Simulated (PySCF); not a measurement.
# Zr(OH)Cl3 (Cl3HOZr): electronic structure

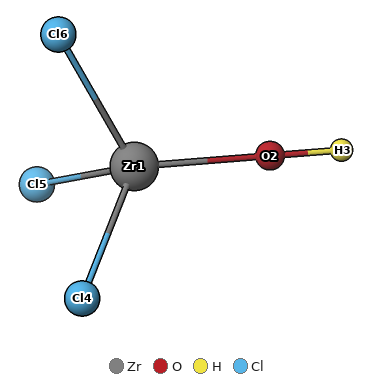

The molecule, with its atoms numbered as below. No frequency check shows the geometry to be a minimum.

Coordinates in Å:

```
Zr1      0.0002   -0.0003   -0.3399
O2       0.0035   -0.0002   -2.1609
H3       0.0067    0.0004   -3.1198
Cl4      0.3031    2.0039    0.6668
Cl5      1.5825   -1.2648    0.6686
Cl6     -1.8880   -0.7384    0.6648
```

### 1. Bonding charge

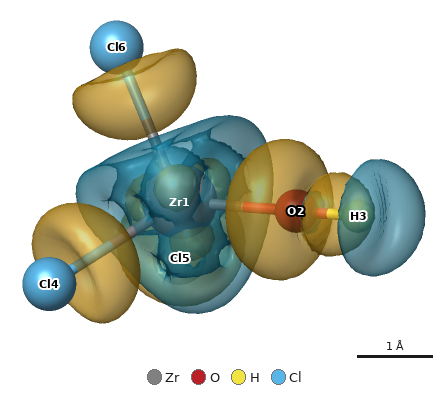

Deformation density (molecule less spherical, spin-averaged free atoms at the same positions), surfaces at ±0.05 e/Å³; yellow: gain, teal: loss.

PySCF calculation, B3LYP/def2-TZVP, gas phase; geometry: GFN2-xTB. Core potentials replace the inner electrons of Zr; spin–orbit coupling isn't included. This is a single-reference result, which may miss multireference character in this system.

**Describe the bonding that the map shows.**

Zr1–Cl5, Zr1–Cl6 and Zr1–Cl4: +0.11 e/Å³ at the bond critical point (bond length 2.26 Å, Mayer order 1.1). Zr1–O2: +0.01 e/Å³ at the bond critical point (bond length 1.82 Å, Mayer order 1.0); up to 0.6 Å beside the axis the gain reaches +0.23 e/Å³. In all, 1.5 electrons gather in the regions of gain relative to the promolecule. A small or negative value marks a very polar bond, one between electron-rich atoms, whose free-atom densities already overlap strongly, a long bond to a heavier atom, or a closed-shell contact such as a hydrogen bond.

**Where do the Hirshfeld charges lie?**

The highest Hirshfeld charge is on Zr1 (+0.65 e), the lowest on O2 (−0.34 e).

| atom | charge (e) |
| --- | --- |
| Zr1 | +0.65 |
| O2 | −0.34 |
| H3 | +0.20 |
| Cl4 | −0.17 |
| Cl5 | −0.17 |
| Cl6 | −0.17 |

### 2. Bond critical points

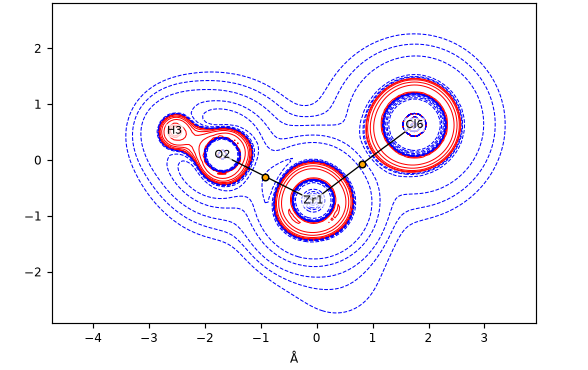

Negative Laplacian of the density (−∇²ρ) in the plane of Zr1, O2, H3 and Cl6 (solid red lines positive, dashed blue lines negative, contours at ±0.02 to ±8 a.u.), with bond paths and bond critical points (dots).

**Sort the bonds in the plane by the sign of ∇²ρ at their critical points.**

At none is it concentrated. Depleted (∇²ρ > 0): Zr1–O2 (+0.84 a.u., H = −0.056); Zr1–Cl6 (+0.26 a.u., H = −0.035). A positive Laplacian with negative H is typical of metal–ligand bonds.

### 3. Local ionisation energy

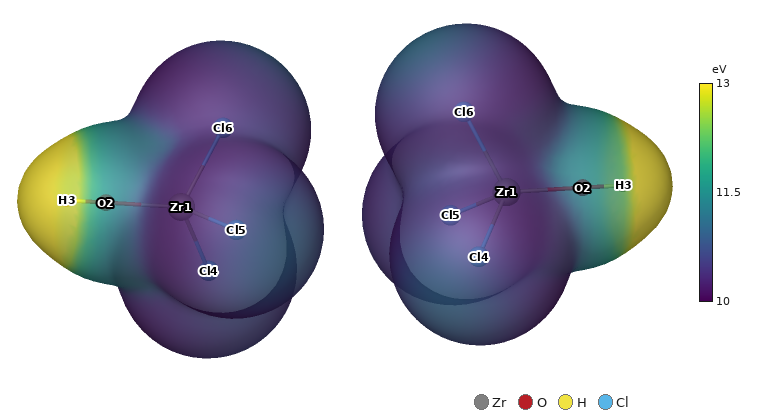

Average local ionisation energy on the surface of electron density 0.001 a.u. (back view left, front view right).

**Where are the most loosely bound electrons on this surface?**

The lowest value is 10.2 eV, 2.1 Å from Cl4, and at like points elsewhere. Further minima include 10.3 eV, 2.1 Å from Cl5, and at like points elsewhere. For comparison, the highest occupied orbital lies at −8.8 eV.

### 4. Removing or adding an electron

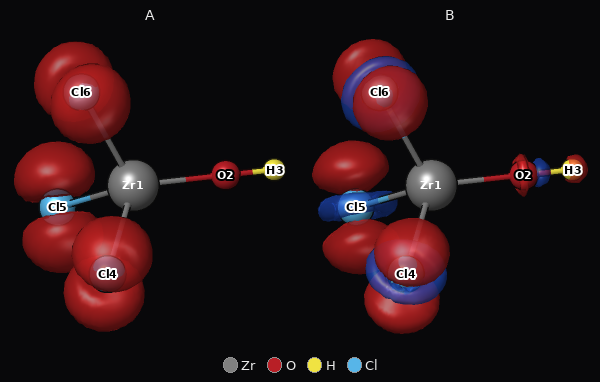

The Fukui function f⁻ from two separate SCF calculations and the density of the HOMO, at ±0.03 e/Å³ (red positive, blue negative).

Method: B3LYP/def2-SVPD; geometry: GFN2-xTB; program: PySCF. Core potentials replace the inner electrons of Zr; spin–orbit coupling isn't included. This is a single-reference result, which may miss multireference character in this system.

**Which panel is which, and how good is the frozen-orbital picture?**

B is f⁻ (it has negative regions), A the HOMO density. The HOMO lies on Cl4, Cl5 and Cl6 (31 % each) and Zr1 (6 %); f⁻ (Hirshfeld-condensed) is largest on Cl4, Cl5 and Cl6 (0.27 each); the vertical ionisation energy is 11.01 eV (the stability of the cation's solution wasn't checked). Relaxation shifts 13 % of the electron between atoms. The orbital energy is −8.90 eV.

The PySCF runs shown took 15 s and 84 s on 1 thread of Intel(R) Xeon(R) 6975P-C (Granite Rapids), on a shared host.
